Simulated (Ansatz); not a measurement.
## Nudged elastic band, with input and output: C2H8FOPSi

- system: C2H8FOPSi
- method: RKS PBE0-D4/def2-SVP (Ansatz 0.2.0)

It belongs to a series of runs on one base structure; here: band between the two ends. Figures and captions count atoms from 1; the log counts them from 0 in places.

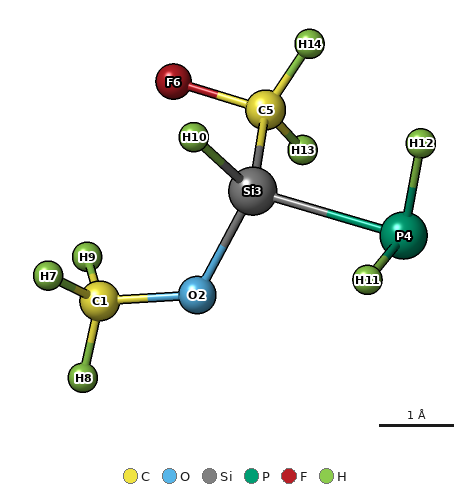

Fig. 1: The starting structure (ball-and-stick view, seen at a tilt; atoms are numbered from 1 in the order of the input).

Results in brief

| quantity | value |
| --- | --- |
| outcome | converged |
| barrier, forward | 0.117 eV |
| barrier, backward | 0.070 eV |
| hardware | 2 threads of Arm Neoverse V1, 24 GiB of memory available, shared host |
| wall time | 4.2 min (CPU time 8.2 min) |
| peak memory | 0.34 GiB |

Remarks

The order of the saddle point was not checked.

Input file
```yaml
crystal:
  periodic: [false, false, false]
  atoms:
    - { symbol: C, position_ang: [-0.144554, -1.506829, 1.640272] }
    - { symbol: O, position_ang: [-0.723254, -0.970883, 0.47733] }
    - { symbol: Si, position_ang: [0.080488, 0.020233, -0.587166] }
    - { symbol: P, position_ang: [-1.397167, 0.432433, -2.240809] }
    - { symbol: C, position_ang: [0.51556, 1.666097, 0.250351] }
    - { symbol: F, position_ang: [1.42665, 1.435119, 1.269709] }
    - { symbol: H, position_ang: [0.704165, -2.174752, 1.403137] }
    - { symbol: H, position_ang: [-0.906251, -2.098575, 2.170274] }
    - { symbol: H, position_ang: [0.222745, -0.717603, 2.318551] }
    - { symbol: H, position_ang: [1.355531, -0.629157, -1.03031] }
    - { symbol: H, position_ang: [-1.328454, -0.906879, -2.73231] }
    - { symbol: H, position_ang: [-0.376236, 0.90084, -3.127548] }
    - { symbol: H, position_ang: [-0.391524, 2.128942, 0.679346] }
    - { symbol: H, position_ang: [0.949302, 2.391813, -0.461929] }
basis:
  gaussian: { orbitals: def2-SVP }
hamiltonian:
  xc: pbe0
  dispersion: d4
neb:
  order_check: false
  images: 7
  f_tol: 0.05
  max_iterations: 49
  initial_path: idpp
  final_atoms:
    - { symbol: C, position_ang: [-0.05955813, -1.57598899, 1.68192232] }
    - { symbol: O, position_ang: [-0.70413262, -0.98987431, 0.58597663] }
    - { symbol: Si, position_ang: [0.03535357, -0.02370731, -0.54782528] }
    - { symbol: P, position_ang: [-1.54838544, 0.40256349, -2.0858184] }
    - { symbol: C, position_ang: [0.60481245, 1.63908453, 0.16939296] }
    - { symbol: F, position_ang: [-0.47937857, 2.43901189, 0.46210022] }
    - { symbol: H, position_ang: [0.85443719, -2.12411901, 1.38507725] }
    - { symbol: H, position_ang: [-0.74664973, -2.29396281, 2.1548655] }
    - { symbol: H, position_ang: [0.22279089, -0.8274342, 2.44493297] }
    - { symbol: H, position_ang: [1.26954909, -0.71101086, -1.0588489] }
    - { symbol: H, position_ang: [-1.28546062, -0.79647891, -2.81823588] }
    - { symbol: H, position_ang: [-0.64023171, 1.17801766, -2.87471903] }
    - { symbol: H, position_ang: [1.25706986, 2.16094234, -0.55618156] }
    - { symbol: H, position_ang: [1.20678477, 1.49375549, 1.08625919] }
```

Command:
```bash
ansatz run input.yaml --threads 2 --pin off --max-ram 3072MiB --backend cpu --events-out ev --progress --plain --runs-dir out
```

What the program printed
```
Engine: ansatz 0.2.0, aarch64-unknown-linux-gnu
Functional definition: PBE0
  parameter a = 0.25
  parameter kappa = 0.804
  parameter beta = 0.06672455060314922
  exchange = (1 - a)*pbe_x(kappa = kappa, mu = beta*pi^2/3) + a*exact_x
  correlation = pbe_c(beta = beta)
1393 factors; integrals over basis functions are off by at most 3.2e-4 eV
mean field evaluation 1: about -24105.6231 eV, gradient 4.7e1 eV
mean field evaluation 2: about -24102.0616 eV, gradient 6.5e1 eV
mean field evaluation 4: about -24110.3028 eV, gradient 2.6e0 eV
mean field evaluation 8: about -24110.3414 eV, gradient 1.3e-1 eV
mean field evaluation 16: about -24110.3415 eV, gradient 2.6e-5 eV
mean field -24110.34147606 eV, -886.0387066689 hartree, gradient 2.6e-5 eV, S^2 0.000000; 0 other end points of the search recorded, 0 dependent functions left out
the calculation of the forces begins
reference -24110.34150453 eV, -886.0387077152 hartree; 33, 33 occupied and 99, 99 virtual orbitals, 1393 factors
1393 factors; integrals over basis functions are off by at most 9.0e-4 eV
mean field evaluation 32: about -24110.2938 eV, gradient 2.6e-5 eV
mean field -24110.29380704 eV, -886.0369548645 hartree, gradient 7.1e-6 eV, S^2 0.000000; 0 other end points of the search recorded, 0 dependent functions left out
[... from here on the field's lines of each further geometry are left out, up to the last ...]
NEB iter   1: max|band force component| = 2.231e0 eV/Å  barrier→ = 0.3680 eV  barrier← = 0.3215 eV  Δτ_max = 0.2000 Å  (238 SCF iters)
NEB iter   2: max|band force component| = 5.990e-1 eV/Å  barrier→ = 0.1547 eV  barrier← = 0.1082 eV  Δτ_max = 0.1104 Å  (195 SCF iters)
NEB iter   3: max|band force component| = 2.880e-1 eV/Å  barrier→ = 0.1291 eV  barrier← = 0.0827 eV  CI = image 4  Δτ_max = 0.0709 Å  (201 SCF iters)
NEB iter   4: max|band force component| = 1.258e-1 eV/Å  barrier→ = 0.1187 eV  barrier← = 0.0723 eV  CI = image 4  Δτ_max = 0.1205 Å  (201 SCF iters)
NEB iter   5: max|band force component| = 1.160e-1 eV/Å  barrier→ = 0.1173 eV  barrier← = 0.0709 eV  CI = image 4  Δτ_max = 0.0599 Å  (202 SCF iters)
NEB iter   6: max|band force component| = 7.353e-2 eV/Å  barrier→ = 0.1171 eV  barrier← = 0.0706 eV  CI = image 4  Δτ_max = 0.0507 Å  (201 SCF iters)
the calculation of the forces begins
reference -24110.28946125 eV, -886.0367951596 hartree; 33, 33 occupied and 99, 99 virtual orbitals, 1393 factors
1393 factors; integrals over basis functions are off by at most 5.1e-4 eV
mean field -24110.22292458 eV, -886.0343499822 hartree, gradient 2.7e-5 eV, S^2 0.000000; 1 other end points of the search recorded, 0 dependent functions left out
the calculation of the forces begins
reference -24110.22295304 eV, -886.0343510282 hartree; 33, 33 occupied and 99, 99 virtual orbitals, 1393 factors
NEB iter   7: max|band force component| = 3.844e-2 eV/Å  barrier→ = 0.1169 eV  barrier← = 0.0705 eV  CI = image 4  Δτ_max = 0.0000 Å  (379 SCF iters)
```

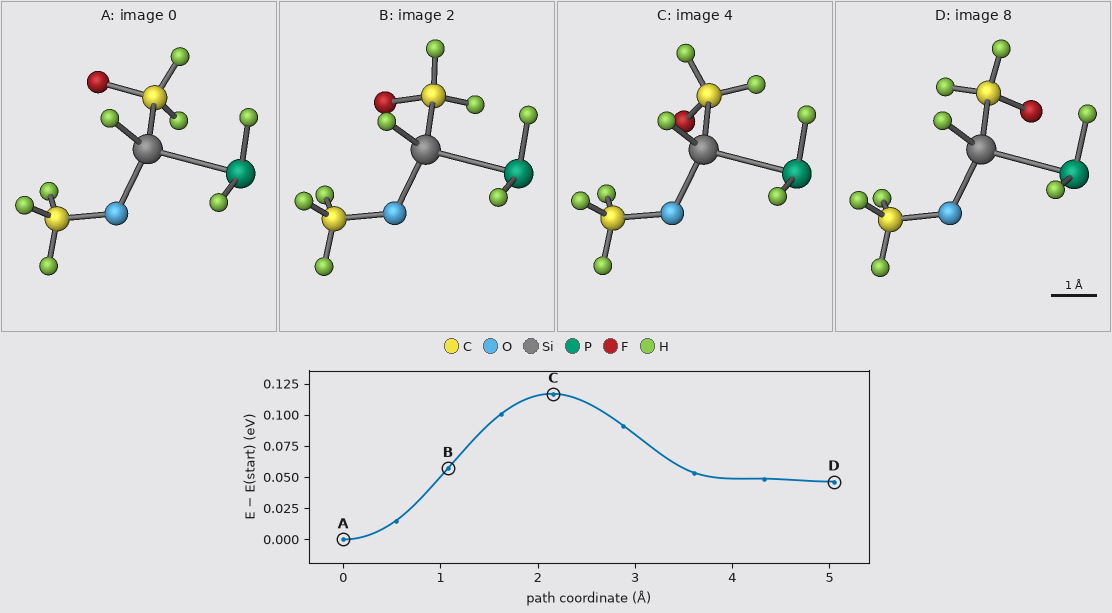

Fig. 2: Images of the last band (counted from 0; ball-and-stick, seen at a tilt) above the energy along the path; the line is a cubic interpolation that uses the forces. The highest image is number 4, 0.117 eV above the start and 0.070 eV above the end (the climbing image); the end lies 0.046 eV above the start. The path is 5.05 Å long. The band converged in 7 iterations.

```
Total energy: -24110.50407560 eV, -886.0446820917 hartree
Atom 0 at     0.301370    -1.562351     1.583735 Å, force    -0.010608    -0.004245     0.001298 eV/Å
Atom 1 at    -0.548894    -1.039910     0.593810 Å, force     0.014734    -0.001181    -0.002244 eV/Å
Atom 2 at    -0.057888     0.006024    -0.595409 Å, force    -0.000801     0.003252     0.003855 eV/Å
Atom 3 at    -1.876646     0.392113    -1.866810 Å, force     0.003660    -0.005097     0.003444 eV/Å
Atom 4 at     0.512628     1.664295     0.185927 Å, force    -0.003347     0.009077    -0.007596 eV/Å
Atom 5 at     0.417764     1.589689     1.562611 Å, force     0.001327    -0.002648     0.009427 eV/Å
Atom 6 at     1.168012    -2.090298     1.143826 Å, force    -0.000743    -0.000060     0.000637 eV/Å
Atom 7 at    -0.266878    -2.287729     2.184986 Å, force    -0.000038     0.000409    -0.000136 eV/Å
Atom 8 at     0.674963    -0.769577     2.251792 Å, force     0.000238     0.002453     0.000950 eV/Å
Atom 9 at     1.088711    -0.588514    -1.360188 Å, force    -0.001312     0.000048    -0.001380 eV/Å
Atom 10 at    -1.772868    -0.849407    -2.565840 Å, force    -0.001591     0.001402    -0.003352 eV/Å
Atom 11 at    -1.098426     1.097806    -2.840370 Å, force    -0.001262     0.003684     0.002717 eV/Å
Atom 12 at    -0.111741     2.507426    -0.161912 Å, force    -0.000138    -0.002756    -0.006072 eV/Å
Atom 13 at     1.556894     1.901231    -0.087260 Å, force    -0.000120    -0.004339    -0.001547 eV/Å
Dipole moment:     0.374399    -0.022004    -0.252343 e Å
this run last wrote the band of iteration 7 to [file]
```

The last band as extended XYZ (Å, eV, eV/Å)
```
14
Properties=species:S:1:pos:R:3:forces:R:3 image=0 energy=-24110.62097
C    -0.1446   -1.5068    1.6403    0.0040  -0.0113   0.0067
O    -0.7233   -0.9709    0.4773   -0.0011  -0.0017  -0.0010
Si    0.0805    0.0202   -0.5872    0.0028  -0.0036   0.0000
P    -1.3972    0.4324   -2.2408    0.0030  -0.0019  -0.0072
C     0.5156    1.6661    0.2504   -0.0060  -0.0011   0.0042
F     1.4266    1.4351    1.2697    0.0012  -0.0003  -0.0007
H     0.7042   -2.1748    1.4031   -0.0074   0.0065   0.0028
H    -0.9063   -2.0986    2.1703    0.0064   0.0070  -0.0027
H     0.2227   -0.7176    2.3186   -0.0006  -0.0027  -0.0020
H     1.3555   -0.6292   -1.0303   -0.0016   0.0008  -0.0016
H    -1.3285   -0.9069   -2.7323   -0.0014   0.0035   0.0009
H    -0.3762    0.9008   -3.1275   -0.0016   0.0013   0.0036
H    -0.3915    2.1289    0.6793    0.0001   0.0025  -0.0013
H     0.9493    2.3918   -0.4619    0.0022   0.0010  -0.0018
14
Properties=species:S:1:pos:R:3:forces:R:3 image=1 energy=-24110.60610
C    -0.0401   -1.5416    1.6419   -0.0173   0.0132  -0.0270
O    -0.7095   -0.9442    0.5586   -0.0026  -0.0138   0.0093
Si    0.0318    0.0213   -0.5703    0.0142   0.0103   0.0066
P    -1.5202    0.4219   -2.1576    0.0004  -0.0048   0.0011
C     0.5147    1.6855    0.2087    0.0012  -0.0036   0.0100
F     1.2295    1.4469    1.3727    0.0304   0.0003  -0.0191
H     0.8385   -2.1242    1.3083   -0.0026  -0.0015   0.0064
H    -0.7344   -2.2298    2.1466   -0.0059   0.0008   0.0027
H     0.3052   -0.7886    2.3691   -0.0024   0.0026   0.0061
H     1.2769   -0.6535   -1.0606   -0.0001  -0.0018   0.0003
H    -1.4050   -0.8844   -2.7229    0.0071  -0.0022  -0.0030
H    -0.5535    0.9868   -3.0488    0.0058   0.0008  -0.0034
H    -0.3837    2.2794    0.4548   -0.0037  -0.0110   0.0284
H     1.1369    2.2953   -0.4718   -0.0244   0.0107  -0.0185
14
Properties=species:S:1:pos:R:3:forces:R:3 image=2 energy=-24110.56367
C     0.0753   -1.5622    1.6305   -0.0289   0.0117  -0.0292
O    -0.6632   -0.9603    0.5947    0.0000  -0.0120   0.0134
Si    0.0013    0.0163   -0.5702    0.0230   0.0104   0.0158
P    -1.6388    0.4117   -2.0666    0.0024  -0.0072  -0.0009
C     0.5084    1.6900    0.1915   -0.0150   0.0040  -0.0072
F     0.9648    1.4884    1.4830    0.0584  -0.0075  -0.0072
H     0.9474   -2.1195    1.2405   -0.0046  -0.0008   0.0043
H    -0.5767   -2.2748    2.1569   -0.0079  -0.0025   0.0010
H     0.4390   -0.8128    2.3512   -0.0028   0.0003   0.0114
H     1.2189   -0.6498   -1.1384   -0.0004  -0.0076   0.0040
H    -1.5128   -0.8657   -2.6922    0.0126  -0.0016  -0.0045
H    -0.7364    1.0442   -2.9801    0.0086   0.0033  -0.0017
H    -0.3488    2.3861    0.2214   -0.0165  -0.0091   0.0390
H     1.3086    2.1792   -0.3934   -0.0288   0.0185  -0.0381
14
Properties=species:S:1:pos:R:3:forces:R:3 image=3 energy=-24110.52049
C     0.1915   -1.5687    1.6100   -0.0194   0.0005  -0.0129
O    -0.6068   -0.9979    0.6020    0.0041  -0.0016   0.0112
Si   -0.0269    0.0105   -0.5798    0.0090   0.0046   0.0105
P    -1.7574    0.4008   -1.9699    0.0045  -0.0080   0.0005
C     0.5055    1.6837    0.1867   -0.0117   0.0039  -0.0173
F     0.6846    1.5388    1.5502    0.0393  -0.0058   0.0085
H     1.0565   -2.1138    1.1880   -0.0040  -0.0015   0.0012
H    -0.4200   -2.2877    2.1751   -0.0056  -0.0024  -0.0002
H     0.5687   -0.8016    2.3047   -0.0008  -0.0013   0.0074
H     1.1586   -0.6259   -1.2440    0.0003  -0.0065   0.0043
H    -1.6386   -0.8556   -2.6387    0.0091   0.0015  -0.0056
H    -0.9171    1.0773   -2.9113    0.0053   0.0046  -0.0006
H    -0.2604    2.4611    0.0135   -0.0176  -0.0027   0.0214
H     1.4488    2.0499   -0.2577   -0.0126   0.0147  -0.0284
14
Properties=species:S:1:pos:R:3:forces:R:3 image=4 energy=-24110.50405
C     0.3014   -1.5624    1.5837   -0.0106  -0.0042   0.0013
O    -0.5489   -1.0399    0.5938    0.0147  -0.0012  -0.0022
Si   -0.0579    0.0060   -0.5954   -0.0008   0.0033   0.0039
P    -1.8766    0.3921   -1.8668    0.0037  -0.0051   0.0034
C     0.5126    1.6643    0.1859   -0.0033   0.0091  -0.0076
F     0.4178    1.5897    1.5626    0.0013  -0.0026   0.0094
H     1.1680   -2.0903    1.1438   -0.0007  -0.0001   0.0006
H    -0.2669   -2.2877    2.1850    0.0000   0.0004  -0.0001
H     0.6750   -0.7696    2.2518    0.0002   0.0025   0.0009
H     1.0887   -0.5885   -1.3602   -0.0013   0.0000  -0.0014
H    -1.7729   -0.8494   -2.5658   -0.0016   0.0014  -0.0034
H    -1.0984    1.0978   -2.8404   -0.0013   0.0037   0.0027
H    -0.1117    2.5074   -0.1619   -0.0001  -0.0028  -0.0061
H     1.5569    1.9012   -0.0873   -0.0001  -0.0043  -0.0015
14
Properties=species:S:1:pos:R:3:forces:R:3 image=5 energy=-24110.52962
C     0.4124   -1.5389    1.5535   -0.0114  -0.0038  -0.0072
O    -0.4649   -1.1142    0.5425    0.0251  -0.0212   0.0002
Si   -0.0851   -0.0042   -0.6290   -0.0049   0.0231  -0.0036
P    -2.0080    0.3907   -1.7325    0.0046  -0.0017   0.0018
C     0.5370    1.6122    0.1883   -0.0021   0.0024  -0.0061
F     0.1062    1.6645    1.4999   -0.0270   0.0038   0.0031
H     1.3186   -2.0183    1.1388    0.0049   0.0048   0.0021
H    -0.1066   -2.2828    2.1765    0.0032   0.0034   0.0006
H     0.7193   -0.6999    2.2000    0.0001   0.0074   0.0038
H     1.0079   -0.5169   -1.5205   -0.0001   0.0059  -0.0103
H    -1.9364   -0.8304   -2.4717   -0.0087   0.0018   0.0085
H    -1.3155    1.1313   -2.7446   -0.0093   0.0017   0.0048
H     0.1615    2.5061   -0.3429    0.0241  -0.0053  -0.0241
H     1.6405    1.6716    0.1706    0.0016  -0.0223   0.0263
14
Properties=species:S:1:pos:R:3:forces:R:3 image=6 energy=-24110.56726
C     0.5070   -1.5091    1.5160   -0.0114  -0.0131   0.0020
O    -0.3740   -1.1957    0.4697    0.0303  -0.0197   0.0038
Si   -0.1072   -0.0158   -0.6671   -0.0129   0.0108   0.0197
P    -2.1253    0.4015   -1.5754    0.0364   0.0012  -0.0053
C     0.5699    1.5476    0.1815   -0.0026   0.0266   0.0185
F    -0.1113    1.7708    1.3630   -0.0057  -0.0017  -0.0113
H     1.4815   -1.8766    1.1441    0.0014   0.0064  -0.0003
H     0.0577   -2.3082    2.1248    0.0001   0.0017  -0.0025
H     0.6841   -0.6386    2.1713   -0.0039   0.0040   0.0010
H     0.9271   -0.4408   -1.6672   -0.0093   0.0011  -0.0201
H    -2.1158   -0.8048   -2.3428   -0.0027   0.0064   0.0103
H    -1.5283    1.1653   -2.6300   -0.0234   0.0014  -0.0080
H     0.4738    2.4399   -0.4645    0.0173  -0.0124  -0.0200
H     1.6476    1.4354    0.4055   -0.0137  -0.0129   0.0120
14
Properties=species:S:1:pos:R:3:forces:R:3 image=7 energy=-24110.57216
C     0.6030   -1.5824    1.4710   -0.0080  -0.0084  -0.0028
O    -0.3712   -1.1629    0.5560   -0.0029  -0.0085   0.0056
Si   -0.1465    0.0004   -0.6091    0.0123   0.0306   0.0013
P    -2.2010    0.3995   -1.4355    0.0206  -0.0140  -0.0037
C     0.5512    1.5990    0.1392    0.0029   0.0055   0.0117
F    -0.3012    2.0973    1.1023    0.0019  -0.0007  -0.0021
H     1.5289   -1.9242    0.9713    0.0004   0.0039  -0.0007
H     0.2014   -2.4274    2.0504    0.0029  -0.0002   0.0002
H     0.8688   -0.7803    2.1832   -0.0008   0.0003   0.0001
H     0.8635   -0.4545   -1.6226   -0.0078  -0.0074  -0.0059
H    -2.1851   -0.7834   -2.2381   -0.0150   0.0033  -0.0017
H    -1.6741    1.2129   -2.4897    0.0019  -0.0034   0.0043
H     0.7071    2.3640   -0.6448   -0.0034  -0.0046  -0.0060
H     1.5423    1.4128    0.5954   -0.0049   0.0036  -0.0001
14
Properties=species:S:1:pos:R:3:forces:R:3 image=8 energy=-24110.57450
C     0.1656   -1.5264    1.7200    0.0006  -0.0022   0.0051
O    -0.6219   -0.9655    0.7074    0.0015   0.0016  -0.0051
Si   -0.0418   -0.0399   -0.5466    0.0058  -0.0067  -0.0016
P    -1.8218    0.3581   -1.8613   -0.0009   0.0090   0.0007
C     0.6322    1.6370    0.0343    0.0040  -0.0040   0.0007
F    -0.3957    2.4560    0.4510   -0.0115   0.0045   0.0044
H     1.0259   -2.0921    1.3154    0.0001   0.0004   0.0000
H    -0.4532   -2.2234    2.3052    0.0012   0.0011  -0.0015
H     0.5561   -0.7591    2.4136   -0.0019  -0.0012  -0.0023
H     1.1049   -0.7541   -1.2037   -0.0037   0.0021   0.0044
H    -1.6709   -0.8641   -2.5870    0.0003  -0.0013   0.0024
H    -1.0278    1.1013   -2.7917    0.0007  -0.0032  -0.0006
H     1.1801    2.1311   -0.7902    0.0024   0.0013  -0.0074
H     1.3552    1.5119    0.8624    0.0015  -0.0014   0.0008
```
